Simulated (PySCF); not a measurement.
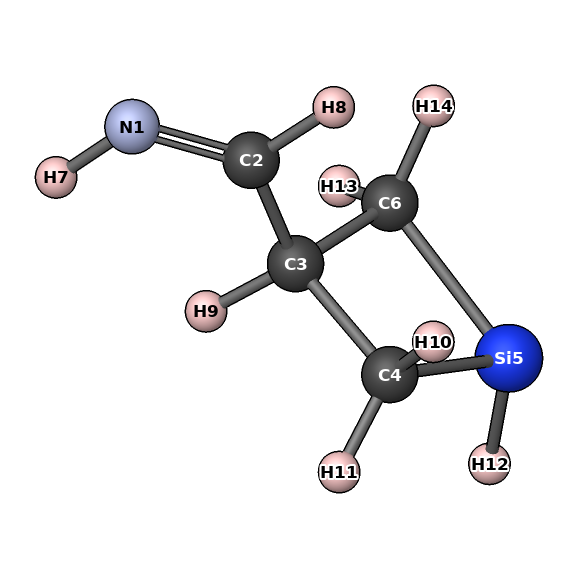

The questions are on Mulliken spin populations. State: neutral, doublet. The geometry was computed by an optimisation with GFN2-xTB. No frequency run is at hand to confirm it as a minimum. Method: UKS B3LYP, pcH-1 on C H N Si, non-relativistic (PySCF 2.14.0).

List the Mulliken spin populations.

```json
{"atom": "N1", "value (e)": "0.00"}
{"atom": "C2", "value (e)": "0.01"}
{"atom": "C3", "value (e)": "0.01"}
{"atom": "C4", "value (e)": "0.03"}
{"atom": "Si5", "value (e)": "0.88"}
{"atom": "C6", "value (e)": "0.03"}
{"atom": "H7", "value (e)": "0.00"}
{"atom": "H8", "value (e)": "0.00"}
{"atom": "H9", "value (e)": "0.00"}
{"atom": "H10", "value (e)": "0.00"}
{"atom": "H11", "value (e)": "0.00"}
{"atom": "H12", "value (e)": "0.03"}
{"atom": "H13", "value (e)": "0.00"}
{"atom": "H14", "value (e)": "0.00"}
```

Mulliken values depend strongly on the basis set. The geometry is semi-empirical. Around Si such bond lengths and angles can be off by a tenth of an ångström or more and by several degrees, and values that hang on the shape move with them.
